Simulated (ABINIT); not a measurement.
# Beyond one shot: BP (F-43m)

How far does self-consistency move the gap of BP (F-43m)?

Program: ABINIT 10.8.3. Level of theory: LDA and many-body steps on it, plane waves. Results are calculated unless marked as measured.

## 1. The structure

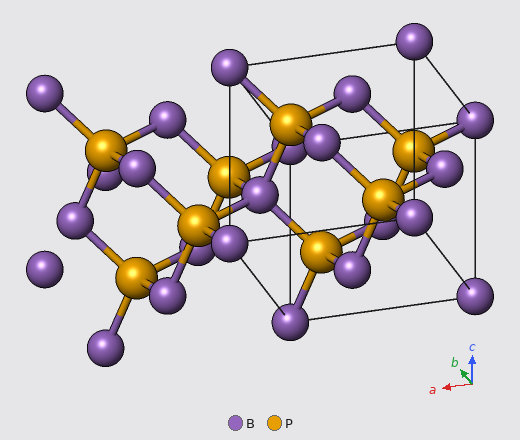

Start, viewed from a free direction; boron purple, phosphorus orange. 2×1×1 cells are drawn. This picture shows the conventional cell, with its axes. Bonds to atoms that aren't drawn are left out. Some periodic images of atoms are drawn too.

The cell and positions come from the Crystallography Open Database and are kept as given unless a step says otherwise.

## 2. Empty states on the mesh, 6×6×6 mesh, 124 bands

This step: ABINIT 10.8.3; DFT, LDA, plane waves, norm-conserving pseudopotentials.

The sums over transitions need many empty states on a uniform mesh; this step solves for them.

Input file run.abi:

```
acell 3*1.0 Angstrom
rprim 
  0.000000000000 2.269000000000 2.269000000000
  2.269000000000 0.000000000000 2.269000000000
  2.269000000000 2.269000000000 0.000000000000
ntypat 2
znucl 5 15
natom 2
typat 1 2
xred 
  0.000000000000 0.000000000000 0.000000000000
  0.250000000000 0.250000000000 0.250000000000
pp_dirpath "pseudos"
pseudos "B.upf, P.upf"
ecut 34
ngkpt 6 6 6
nshiftk 1
shiftk 0 0 0
kptopt 1
chksymbreak 0
irdden 1
istwfk *1
nband 124
prtvol 0
optdriver 6
gwr_task "HDIAGO"
paral_kgb 0
occopt 1
indata_prefix "in"
outdata_prefix "out"
tmpdata_prefix "tmp"
```

Run with:

```console
$ OMP_NUM_THREADS=1 mpirun -n 4 abinit run.abi > log
```

What it wrote:

```text
.Version 10.8.3 of ABINIT. v10.8.2 released Aug 2026.

 Symmetries : space group F-4 3 m (#216); Bravais cF (face-center cubic)
[... echo of the input left out ...]
== DATASET  1 ==================================================================
-   mpi_nproc: 4, omp_nthreads: 1 (-1 if OMP is not activated)

--- !DatasetInfo
iteration_state: {dtset: 1, }
dimensions: {natom: 2, nkpt: 16, mband: 124, nsppol: 1, nspinor: 1, nspden: 1, mpw: 1524, }
cutoff_energies: {ecut:  34.0, pawecutdg:  -1.0, }
[...]
Indirect band gap semiconductor
 Fundamental gap:     1.318 (eV)
   VBM:     7.259 (eV) at k: [ 0.0000E+00,  0.0000E+00,  0.0000E+00]
   CBM:     8.577 (eV) at k: [ 5.0000E-01,  5.0000E-01,  0.0000E+00]
 Direct gap:         3.386 (eV) at k: [ 0.0000E+00,  0.0000E+00,  0.0000E+00]

== END DATASET(S) ==============================================================
================================================================================

 -outvars: echo values of variables after computation  --------
           etotal      0.0000000000E+00
            nband         124
             nkpt          16
          spgroup         216
 [... the other variables as echoed above ...]

 Calculation completed.
```

Elapsed: 14 s, on 4 MPI ranks of Arm Neoverse V1, shared host; peak memory 0.73 GiB; 57 s of CPU time.

This step gave:

| Item | Value |
| --- | --- |
| gap | 1.318 eV |
| k of the valence top | 0, 0, 0 |
| k of the conduction bottom | 0.5, 0.5, 0 |
| least direct gap | 3.386 eV |
| k points computed | 16 |
| lowest point of the top converged band, above the valence top | 146.4513 eV |

On this mesh the gap is 1.318 eV.

The density comes from a self-consistent run that is not shown.

## 3. Screening, 6×6×6 mesh, 116 bands, screening to 244.9 eV

The RPA dielectric matrix is built and inverted for each q.

This step: RPA screening on LDA, plane waves, norm-conserving pseudopotentials.

run.abi: that of step 2 with these lines changed.

```diff
@@ -20,10 +20,11 @@
 chksymbreak 0
-irdden 1
 istwfk *1
-nband 124
-prtvol 0
-optdriver 6
-gwr_task "HDIAGO"
-paral_kgb 0
 occopt 1
+irdwfk 1
+optdriver 3
+nband 116
+ecuteps 9
+inclvkb 2
+awtr 1
+symchi 1
 indata_prefix "in"
```

What it wrote:

```text
.Version 10.8.3 of ABINIT. v10.8.2 released Aug 2026.

 Symmetries : space group F-4 3 m (#216); Bravais cF (face-center cubic)
[... echo of the input left out ...]
== DATASET  1 ==================================================================
-   mpi_nproc: 4, omp_nthreads: 1 (-1 if OMP is not activated)

--- !DatasetInfo
iteration_state: {dtset: 1, }
dimensions: {natom: 2, nkpt: 16, mband: 116, nsppol: 1, nspinor: 1, nspden: 1, mpw: 1524, }
cutoff_energies: {ecut:  34.0, pawecutdg:  -1.0, }
electrons: {nelect:   8.00000000E+00, charge:   0.00000000E+00, occopt:   1.00000000E+00, tsmear:   1.00000000E-02, }

 SCREENING: Calculation of the susceptibility and dielectric matrices

 Based on a program developped by R.W. Godby, V. Olevano, G. Onida, and L. Reining.
 Incorporated in ABINIT by V. Olevano, G.-M. Rignanese, and M. Torrent.
.Using double precision arithmetic ; gwpc =  8

[... cell and pseudopotentials left out ...]
--------------------------------------------------------------------------------

 ==== K-mesh for the wavefunctions ====
 Number of points in the irreducible wedge :    16
[... list of points left out ...]
 Together with 24 symmetry operations and time-reversal symmetry
 yields   216 points in the full Brillouin Zone.

 ==== Q-mesh for the screening function ====
 Number of points in the irreducible wedge :    16
[... list of points left out ...]
 Together with 24 symmetry operations and time-reversal symmetry
 yields   216 points in the full Brillouin Zone.

 setmesh: FFT mesh size selected  =    24x   24x   24
          total number of points  =        13824

 vcoul_init : cutoff-mode = AUXILIARY_FUNCTION
 q-points for optical limit:   1
     1)      0.000010    0.000020    0.000030

- screening: taking advantage of time-reversal symmetry
- Maximum band index for partially occupied states nbvw = 4
- Remaining bands to be divided among processors   nbcw = 112
- Number of bands treated by each node ~28

 Number of electrons calculated from density =    8.0000; Expected =    8.0000
 average of density, n =  0.050741
 r_s =    1.6757
 omega_plasma =   21.7288 [eV]

 calculating chi0 at frequencies [eV] :
  1    0.000000E+00    0.000000E+00
  2    0.000000E+00    2.172879E+01

--------------------------------------------------------------------------------
  q-point number  1        q = ( 0.000000, 0.000000, 0.000000) [r.l.u.]
--------------------------------------------------------------------------------
[... chi0 elements left out ...]
 For q-point:  0.000010 0.000020 0.000030
  dielectric constant =   9.8911
  dielectric constant without local fields =  10.8132

  Average fulfillment of the sum rule on Im[epsilon] for q-point    1 :     92.28  [%]
[... wings left out ...]
  q-point number  2        q = ( 0.166667, 0.000000, 0.000000) [r.l.u.]
--------------------------------------------------------------------------------
[... chi0 elements left out ...]
  Average fulfillment of the sum rule on Im[epsilon] for q-point    2 :     94.97  [%]

 [... 14 further q-points ...]
```

Elapsed: 52 s, on 4 MPI ranks; peak memory 0.82 GiB.

Numbers from this step:

* ε∞ with local fields, on this mesh, along the program's q direction: 9.891
* the same without local fields: 10.81
* plasma frequency: 21.73 eV
* plane waves in the screening matrix: 181

Local fields lower ε∞ by 9 %.

## 4. G0W0

The self-energy is evaluated for the states that the input lists, and the levels follow from it, in one-shot runs by the linearised quasiparticle equation.

This step: G0W0 on LDA, plane waves, norm-conserving pseudopotentials.

run.abi: that of step 3 with these lines changed.

```diff
@@ -23,8 +23,19 @@
 irdwfk 1
-optdriver 3
+optdriver 4
 nband 116
+gwcalctyp 0
+ecutsigx 34
+symsigma 1
+nkptgw 3
+kptgw 
+  0.0000000000 0.0000000000 0.0000000000
+  0.5000000000 0.5000000000 0.0000000000
+  0.5000000000 0.0000000000 0.0000000000
+bdgw 
+  2 7
+  3 6
+  3 7
 ecuteps 9
-inclvkb 2
-awtr 1
-symchi 1
+irdscr 1
+ppmodel 1
 indata_prefix "in"
```

What it wrote:

```text
.Version 10.8.3 of ABINIT. v10.8.2 released Aug 2026.

 Symmetries : space group F-4 3 m (#216); Bravais cF (face-center cubic)
[... echo of the input left out ...]
== DATASET  1 ==================================================================
-   mpi_nproc: 4, omp_nthreads: 1 (-1 if OMP is not activated)

--- !DatasetInfo
iteration_state: {dtset: 1, }
dimensions: {natom: 2, nkpt: 16, mband: 116, nsppol: 1, nspinor: 1, nspden: 1, mpw: 1524, }
cutoff_energies: {ecut:  34.0, pawecutdg:  -1.0, }
electrons: {nelect:   8.00000000E+00, charge:   0.00000000E+00, occopt:   1.00000000E+00, tsmear:   1.00000000E-02, }

 SIGMA: Calculation of the GW corrections

 Based on a program developped by R.W. Godby, V. Olevano, G. Onida, and L. Reining.
 Incorporated in ABINIT by V. Olevano, G.-M. Rignanese, and M. Torrent.
.Using double precision arithmetic ; gwpc =  8

[... cell and pseudopotentials left out ...]
--------------------------------------------------------------------------------

 ==== K-mesh for the wavefunctions ====
 Number of points in the irreducible wedge :    16
[... list of points left out ...]
 Together with 24 symmetry operations and time-reversal symmetry
 yields   216 points in the full Brillouin Zone.

 ==== Q-mesh for screening function ====
 Number of points in the irreducible wedge :    16
[... list of points left out ...]
 Together with 24 symmetry operations and time-reversal symmetry
 yields   216 points in the full Brillouin Zone.

 vcoul_init : cutoff-mode = AUXILIARY_FUNCTION
 q-points for optical limit:   1
     1)      0.000010    0.000020    0.000030
 setmesh: FFT mesh size selected  =    32x   32x   32
          total number of points  =        32768

 Number of electrons calculated from density =    8.0000; Expected =    8.0000
 average of density, n =  0.050741
 r_s =    1.6757
 omega_plasma =   21.7288 [eV]

 === KS Band Gaps ===
  >>>> For spin  1
   Minimum direct gap =   3.3863 [eV], located at k-point      :   0.0000  0.0000  0.0000
   Fundamental gap    =   1.3176 [eV], Top of valence bands at :   0.0000  0.0000  0.0000
                                       Bottom of conduction at :   0.5000  0.5000  0.0000
 SIGMA fundamental parameters:
 PLASMON POLE MODEL  1
 number of plane-waves for SigmaX                 1459
 number of plane-waves for SigmaC and W            181
 number of plane-waves for wavefunctions          1459
 number of bands                                   116
 number of independent spin polarizations            1
 number of spinorial components                      1
 number of k-points in IBZ                          16
 number of q-points in IBZ                          16
 number of symmetry operations                      24
 number of k-points in BZ                          216
 number of q-points in BZ                          216
 number of frequencies for dSigma/dE                 9
 frequency step for dSigma/dE [eV]                0.25
 number of omega for Sigma on real axis              0
 max omega for Sigma on real axis  [eV]           0.00
 zcut for avoiding poles [eV]                     0.10

 EPSILON^-1 parameters (SCR file):
 dimension of the eps^-1 matrix on file            181
 dimension of the eps^-1 matrix used               181
 number of plane-waves for wavefunctions          1459
 number of bands                                   116
 number of q-points in IBZ                          16
 number of frequencies                               2
 number of real frequencies                          1
 number of imag frequencies                          1

 matrix elements of self-energy operator (all in [eV])

 Perturbative Calculation

--- !SelfEnergy_ee
iteration_state: {dtset: 1, }
kpoint     : [   0.000,    0.000,    0.000, ]
spin       : 1
KS_gap     :    3.386
QP_gap     :    4.291
Delta_QP_KS:    0.905
data: !SigmaeeData |
     Band     E0 <VxcDFT>   SigX SigC(E0)      Z dSigC/dE  Sig(E)    E-E0       E
        2   7.259 -13.209 -15.016   0.939   0.790  -0.265 -13.894  -0.685   6.574
        3   7.259 -13.209 -15.016   0.939   0.790  -0.265 -13.894  -0.685   6.574
        4   7.259 -13.209 -15.016   0.939   0.790  -0.265 -13.894  -0.685   6.574
        5  10.645 -12.021  -7.247  -4.496   0.792  -0.262 -11.801   0.220  10.865
        6  10.645 -12.021  -7.247  -4.496   0.792  -0.262 -11.801   0.220  10.865
        7  10.645 -12.021  -7.247  -4.496   0.792  -0.262 -11.801   0.220  10.865

--- !SelfEnergy_ee
iteration_state: {dtset: 1, }
kpoint     : [   0.500,    0.500,    0.000, ]
spin       : 1
KS_gap     :    5.422
QP_gap     :    6.417
Delta_QP_KS:    0.995
data: !SigmaeeData |
     Band     E0 <VxcDFT>   SigX SigC(E0)      Z dSigC/dE  Sig(E)    E-E0       E
[...]
--- !SelfEnergy_ee
iteration_state: {dtset: 1, }
kpoint     : [   0.500,    0.000,    0.000, ]
spin       : 1
KS_gap     :    5.515
QP_gap     :    6.440
Delta_QP_KS:    0.925
data: !SigmaeeData |
     Band     E0 <VxcDFT>   SigX SigC(E0)      Z dSigC/dE  Sig(E)    E-E0       E
[...]
5  11.026 -12.128  -7.051  -4.880   0.791  -0.265 -11.972   0.156  11.182
        6  11.943 -11.618  -6.254  -4.951   0.793  -0.261 -11.291   0.327  12.271
        7  11.943 -11.618  -6.254  -4.951   0.793  -0.261 -11.291   0.327  12.271

== END DATASET(S) ==============================================================
================================================================================

 -outvars: echo values of variables after computation  --------
           etotal      0.0000000000E+00
            nband         116
             nkpt          16
          spgroup         216
 [... the other variables as echoed above ...]

 Calculation completed.
```

Wall time 21 s (4 MPI ranks); peak memory 0.89 GiB.

This step gave:

```yaml
g0w0_gap_on_the_points_computed: 2.179 eV
starting_gap_on_the_mesh: 1.318 eV
k_of_the_valence_top: 0, 0, 0
k_of_the_conduction_bottom: 0.5, 0.5, 0
z_at_the_valence_top: 0.79
z_at_the_conduction_bottom: 0.804
least_direct_g0w0_gap_on_the_computed_points: 4.291 eV
```

The gap on the mesh goes from 1.32 eV to 2.18 eV, a correction of +0.86 eV.

## 5. evGW0, cycle 1

This step: evGW0 on LDA, plane waves, norm-conserving pseudopotentials.

run.abi: that of step 4 with these lines changed.

```diff
@@ -25,14 +25,40 @@
 nband 116
-gwcalctyp 0
+gwcalctyp 10
 ecutsigx 34
 symsigma 1
-nkptgw 3
+nkptgw 16
 kptgw 
   0.0000000000 0.0000000000 0.0000000000
+  0.1666666667 0.0000000000 0.0000000000
+  0.3333333333 0.0000000000 0.0000000000
+  0.5000000000 0.0000000000 0.0000000000
+  0.1666666667 0.1666666667 0.0000000000
+  0.3333333333 0.1666666667 0.0000000000
+  0.5000000000 0.1666666667 0.0000000000
+  -0.3333333333 0.1666666667 0.0000000000
+  -0.1666666667 0.1666666667 0.0000000000
+  0.3333333333 0.3333333333 0.0000000000
+  0.5000000000 0.3333333333 0.0000000000
+  -0.3333333333 0.3333333333 0.0000000000
   0.5000000000 0.5000000000 0.0000000000
-  0.5000000000 0.0000000000 0.0000000000
+  0.5000000000 0.3333333333 0.1666666667
+  -0.3333333333 0.3333333333 0.1666666667
+  -0.3333333333 0.5000000000 0.1666666667
 bdgw 
-  2 7
-  3 6
-  3 7
+  1 8
+  1 8
+  1 8
+  1 8
+  1 8
+  1 8
+  1 8
+  1 8
+  1 8
+  1 8
+  1 8
+  1 8
+  1 8
+  1 8
+  1 8
+  1 8
 ecuteps 9
```

What it wrote:

```text
.Version 10.8.3 of ABINIT. v10.8.2 released Aug 2026.

 Symmetries : space group F-4 3 m (#216); Bravais cF (face-center cubic)
[... echo of the input left out ...]
== DATASET  1 ==================================================================
-   mpi_nproc: 4, omp_nthreads: 1 (-1 if OMP is not activated)

--- !DatasetInfo
iteration_state: {dtset: 1, }
dimensions: {natom: 2, nkpt: 16, mband: 116, nsppol: 1, nspinor: 1, nspden: 1, mpw: 1524, }
cutoff_energies: {ecut:  34.0, pawecutdg:  -1.0, }
electrons: {nelect:   8.00000000E+00, charge:   0.00000000E+00, occopt:   1.00000000E+00, tsmear:   1.00000000E-02, }

 SIGMA: Calculation of the GW corrections

 Based on a program developped by R.W. Godby, V. Olevano, G. Onida, and L. Reining.
 Incorporated in ABINIT by V. Olevano, G.-M. Rignanese, and M. Torrent.
.Using double precision arithmetic ; gwpc =  8

[... cell and pseudopotentials left out ...]
--------------------------------------------------------------------------------

 ==== K-mesh for the wavefunctions ====
 Number of points in the irreducible wedge :    16
[... list of points left out ...]
 Together with 24 symmetry operations and time-reversal symmetry
 yields   216 points in the full Brillouin Zone.

 ==== Q-mesh for screening function ====
 Number of points in the irreducible wedge :    16
[... list of points left out ...]
 Together with 24 symmetry operations and time-reversal symmetry
 yields   216 points in the full Brillouin Zone.

 vcoul_init : cutoff-mode = AUXILIARY_FUNCTION
 q-points for optical limit:   1
     1)      0.000010    0.000020    0.000030
 setmesh: FFT mesh size selected  =    32x   32x   32
          total number of points  =        32768

 Number of electrons calculated from density =    8.0000; Expected =    8.0000
[...]
QP_gap     :    9.495
Delta_QP_KS:    1.087
data: !SigmaeeData |
     Band     E_DFT   <VxcDFT>   E(N-1)  <Hhartree>   SigX  SigC[E(N-1)]    Z     dSigC/dE  Sig[E(N)]  DeltaE  E(N)_pert E(N)_diago
[...]
--- !SelfEnergy_ee
iteration_state: {dtset: 1, }
kpoint     : [  -0.333,    0.500,    0.167, ]
spin       : 1
KS_gap     :    8.977
QP_gap     :   10.013
Delta_QP_KS:    1.036
data: !SigmaeeData |
     Band     E_DFT   <VxcDFT>   E(N-1)  <Hhartree>   SigX  SigC[E(N-1)]    Z     dSigC/dE  Sig[E(N)]  DeltaE  E(N)_pert E(N)_diago
[...]
7    16.311   -12.202    16.311    28.514    -5.315    -6.513     0.762    -0.313   -11.917     0.286    16.597    16.686
        8    16.925   -12.153    16.925    29.078    -5.236    -6.514     0.760    -0.316   -11.847     0.307    17.231    17.328

 New Fermi energy :        2.790776E-01 Ha ,    7.594088E+00 eV
 New Exchange energy :    -2.506176E+00 Ha ,   -6.819653E+01 eV

 === QP Band Gaps ===
  >>>> For spin  1
   Minimum direct gap =   4.5308 [eV], located at k-point      :   0.0000  0.0000  0.0000
   Fundamental gap    =   2.4045 [eV], Top of valence bands at :   0.0000  0.0000  0.0000
                                       Bottom of conduction at :   0.5000  0.5000  0.0000

 writing QP data on file : out_QPS

 Convergence of QP corrections
 >>>>> For spin  1 <<<<<
.  kptgw no:  1; Maximum DeltaE = (  -0.685  -0.000) for band index:  2
.  kptgw no:  2; Maximum DeltaE = (  -0.766   0.000) for band index:  2
.  kptgw no:  3; Maximum DeltaE = (  -0.867   0.008) for band index:  2
[...]
.  kptgw no: 15; Maximum DeltaE = (  -0.905   0.000) for band index:  2
.  kptgw no: 16; Maximum DeltaE = (  -0.980   0.001) for band index:  2

== END DATASET(S) ==============================================================
================================================================================

 -outvars: echo values of variables after computation  --------
           etotal      0.0000000000E+00
            nband         116
             nkpt          16
          spgroup         216
 [... the other variables as echoed above ...]

 Calculation completed.
```

Run time: 8.2 min. Hardware: 4 MPI ranks; peak memory 0.97 GiB; 33 min of CPU time.

Numbers from this step:

```
quasiparticle gap on the mesh                         : 2.404 eV
gap of the density functional on the mesh             : 1.318 eV
k of the valence top                                  : 0, 0, 0
k of the conduction bottom                            : 0.5, 0.5, 0
Z at the valence top                                  : 0.79
Z at the conduction bottom                            : 0.804
least direct quasiparticle gap on the computed points : 4.531 eV
```

Against G0W0 in ABINIT (6×6×6 mesh, 116 bands, screening to 244.9 eV, Godby-Needs plasmon pole), the gap moves by +0.225 eV. This first cycle still uses the starting levels; it takes the full correction, at all points of the mesh, and its linearised value is 2.179 eV.

## 6. evGW0, cycle 2

The corrected levels of the last cycle go back in.

run.abi: that of step 5 with these lines changed.

```diff
@@ -66,2 +66,3 @@
 ppmodel 1
+irdqps 1
 indata_prefix "in"
```

What it wrote:

```text
.Version 10.8.3 of ABINIT. v10.8.2 released Aug 2026.

 Symmetries : space group F-4 3 m (#216); Bravais cF (face-center cubic)
[... echo of the input left out ...]
== DATASET  1 ==================================================================
-   mpi_nproc: 4, omp_nthreads: 1 (-1 if OMP is not activated)

--- !DatasetInfo
iteration_state: {dtset: 1, }
dimensions: {natom: 2, nkpt: 16, mband: 116, nsppol: 1, nspinor: 1, nspden: 1, mpw: 1524, }
cutoff_energies: {ecut:  34.0, pawecutdg:  -1.0, }
[...]
.  kptgw no:  3; Maximum DeltaE = (   0.070  -0.000) for band index:  2
[...]
.  kptgw no: 15; Maximum DeltaE = (   0.080   0.000) for band index:  2
.  kptgw no: 16; Maximum DeltaE = (   0.098   0.001) for band index:  2

== END DATASET(S) ==============================================================
================================================================================

 -outvars: echo values of variables after computation  --------
           etotal      0.0000000000E+00
            nband         116
             nkpt          16
          spgroup         216
 [... the other variables as echoed above ...]

 Calculation completed.
```

Elapsed: 8.2 min, on 4 MPI ranks; peak memory 0.97 GiB.

This step gave:

```
quasiparticle gap on the mesh                         : 2.283 eV
gap of the density functional on the mesh             : 1.318 eV
k of the valence top                                  : 0, 0, 0
k of the conduction bottom                            : 0.5, 0.5, 0
least direct quasiparticle gap on the computed points : 4.394 eV
```

Against the cycle before, the gap moves by −0.121 eV.

[end of part 1 of 3]

[Paths, hosts, dates, memory and timing lines, banners, echoed tables and standing remarks are left out of the program output.]

[Logs are printed without paths, hosts, clocks, repeated set-up lines and the standing remarks that a program may print on its own settings, such as how far it seeks lower states.]

[Runs of the session that timed out or met a known fault of the program may be left out.]

[Hosts, paths, dates, database ids (printed as entryN), source tags and the programs' standing remarks are cut or masked in the printed files.]

[G0W0 gaps are taken among the corrected bands and points alone; a level outside them can change the order at an edge.]

[Where Ansatz stands beside ABINIT at settings called matched, ABINIT's density can come from a denser mesh and the files from another edition; pairs whose starting gaps differed by over 0.03 eV were left out, so agreement reads better than it is.]
